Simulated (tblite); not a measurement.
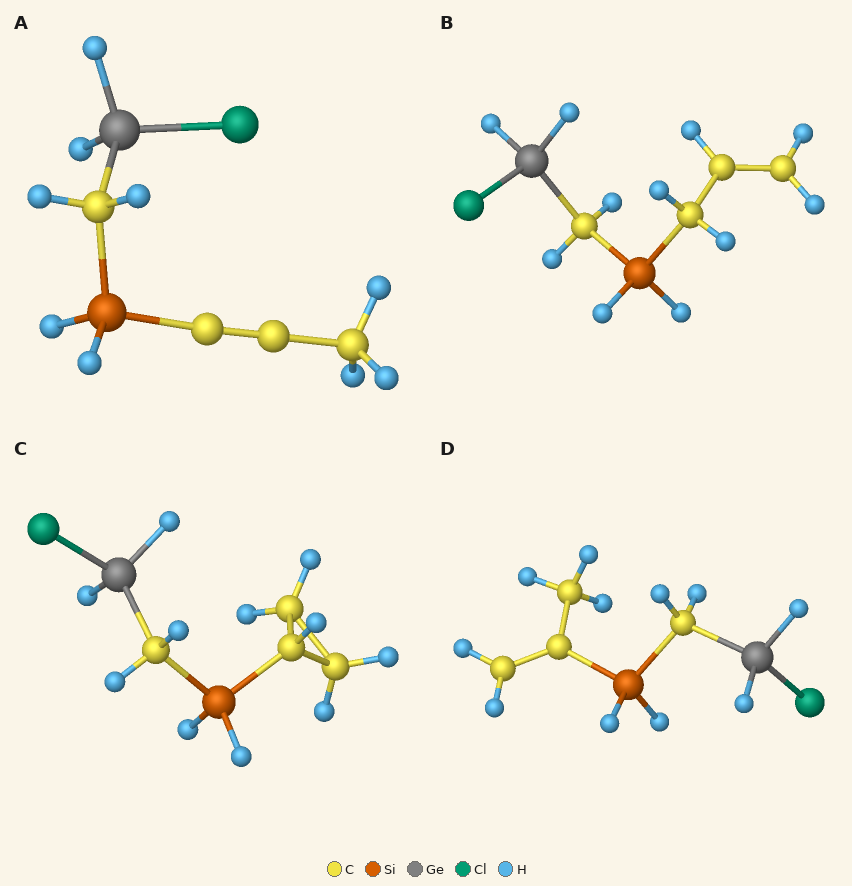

Source: calculation with tblite.

```xyz
18
charge 0, multiplicity 1
C    -2.5536   -1.0282   -1.2172
C    -1.6641   -0.1751   -0.7293
C    -2.0857    0.9585    0.1578
Si    0.1730   -0.3056   -1.1617
C     1.2069    0.0395    0.4018
Ge    3.1452   -0.0660    0.0628
Cl    3.7248    1.4886   -1.2261
H    -2.2632   -1.8450   -1.8556
H    -3.6091   -0.9491   -1.0020
H    -1.7405    1.9063   -0.2526
H    -3.1679    0.9973    0.2656
H    -1.6430    0.8456    1.1467
H     0.5006    0.6941   -2.1880
H     0.4822   -1.6547   -1.6541
H     0.9848    1.0351    0.7852
H     0.9528   -0.6705    1.1872
H     3.5749   -1.3631   -0.5890
H     3.9732    0.0987    1.3273
```

> Which picture belongs to the input above?

D. The file holds C4H11ClGeSi, `C=C(C)[SiH2][CH2][GeH2][Cl]`.
